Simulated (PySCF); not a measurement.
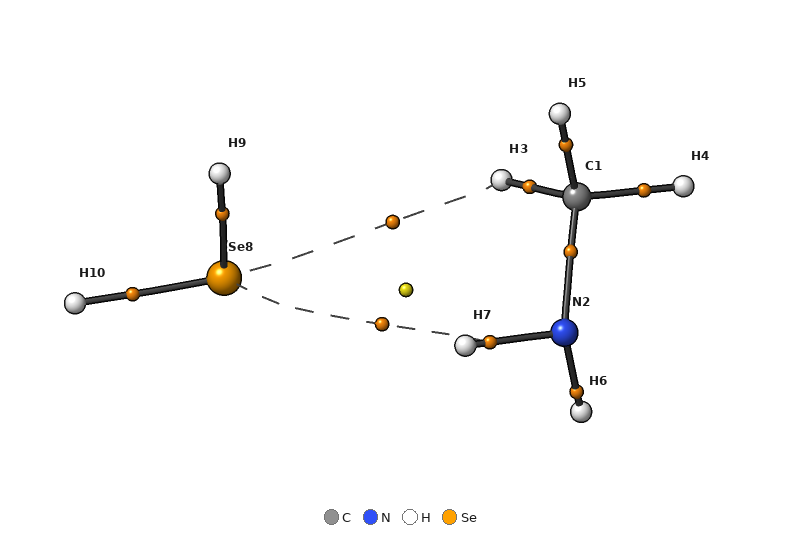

*CH₇NSe, SMILES `CN.[SeH2]`. Molecular graph of the electron density (QTAIM): bond paths, bond critical points (orange), ring points (yellow, if any); weak paths are dashed.*

PySCF calculation, B3LYP/aug-cc-pVDZ, gas phase; geometry: GFN2-xTB. The pair's geometry is semi-empirical, so its contact may be too short or too long. GFN2-xTB bond lengths at metals and heavier atoms can be off by up to 0.1 Å and shapes distorted, which carries into these values.

The calculation's input:

```python
import numpy as np
from pyscf import gto, scf, dft
from pyscf.scf import atom_ks, atom_hf
from scipy.linalg import block_diag

def solve(mol, dm0=None, hcore=None):
    mf = (dft.UKS if mol.spin else dft.RKS)(mol, xc='b3lyp')
    mf.grids.level = 3
    mf = mf.density_fit(auxbasis='def2-universal-jkfit')
    mf.conv_tol, mf.max_cycle = 1e-8, 80
    if hcore is not None:
        mf.get_hcore = lambda *args: hcore
    mf.kernel(dm0)
    if not mf.converged:
        mf = mf.newton().run(mf.mo_coeff, mf.mo_occ, max_cycle=30)
    assert mf.converged, 'SCF not converged'
    return mf

mol = gto.M(atom='''
C     -2.37839    -0.68446    -0.02904
N     -2.47365     0.75589     0.08356
H     -1.40760    -1.05083    -0.41346
H     -3.15928    -1.03663    -0.70185
H     -2.54293    -1.12543     0.95414
H     -2.33709     1.18837    -0.82425
H     -1.74981     1.11152     0.70108
Se     1.16424    -0.00457    -0.05349
H      0.76557    -0.53425     1.22362
H      2.43295     0.41819     0.46874
''', basis='aug-cc-pvdz', charge=0, spin=0, verbose=4)
mf = solve(mol)
mf.analyze()
# spherically averaged free atoms, for the promolecule
atm = atom_ks.get_atm_nrks(mol, xc='b3lyp')
pro = block_diag(*[(atm[a[0]][2] * atm[a[0]][3]) @ atm[a[0]][2].T for a in mol._atom])
np.savez('result.npz', e=mf.e_tot, c=mf.mo_coeff, occ=mf.mo_occ, eps=mf.mo_energy, pro=pro, dip=mf.dip_moment(verbose=0), s2=mf.spin_square()[0])
```

Launched as:

```sh
OMP_NUM_THREADS=1 python input.py
```

The run took 17 s on 1 thread of Arm Neoverse V2, on a shared host, peak memory 0.56 GiB.

Partitions, critical points and surface values were worked out afterwards from this run's density.

Q: How many critical points of each kind are there, and does the count close?

A: 10 nuclei, 10 bond, 1 ring and 0 cage critical points: 10 − 10 + 1 − 0 = 1, as the Poincaré–Hopf relation requires.

Q: Give the properties at the bond critical points.

A:
```csv
bond,length (Å),ρ (a.u.),∇²ρ (a.u.),ε,H (a.u.)
N2–H6,1.015,0.337,−1.52,0.04,−0.434
N2–H7,1.016,0.337,−1.52,0.04,−0.434
C1–H4,1.089,0.280,−1.02,0.03,−0.299
C1–H5,1.090,0.280,−1.02,0.03,−0.298
C1–N2,1.448,0.271,−0.72,0.03,−0.297
C1–H3,1.107,0.269,−0.92,0.03,−0.275
Se8–H10,1.436,0.183,−0.20,0.13,−0.149
Se8–H9,1.439,0.182,−0.20,0.14,−0.148
H3–Se8,2.800,0.008,+0.03,0.11,+0.001
H7–Se8,3.210,0.006,+0.02,0.61,+0.001
```

Q: What kind of interaction is C1–H4?

A: Shared-shell (covalent): ρ = 0.280, ∇²ρ = −1.02, H = −0.299 a.u.

Q: Are there bond paths between atoms that aren't covalently bonded?

A: Yes: H3–Se8 (2.80 Å, ρ = 0.008); H7–Se8 (3.21 Å, ρ = 0.006).
